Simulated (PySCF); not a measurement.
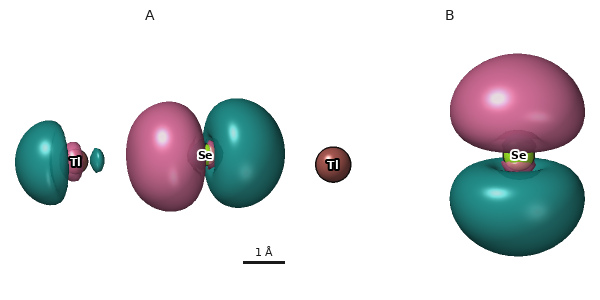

Figure 1: TlSe (charge +1, triplet). Two frontier α-spin orbitals, each drawn at the value that holds 80 % of its norm (teal and pink are the two phases), in no order; of a degenerate pair one member is drawn.

Core potentials replace the inner electrons of Tl.

Computed with PBE0/def2-SVP, non-relativistic Hamiltonian with scalar-relativistic core potentials where named, at a bond length of 3.287 Å in PySCF.

Name the orbitals and rank them from lowest to highest energy.

Orbital B: π, occupied in this spin, −13.75 eV; almost wholly on Se.
Orbital A: σ, occupied in this spin, −12.68 eV; mainly on Se (85 %).
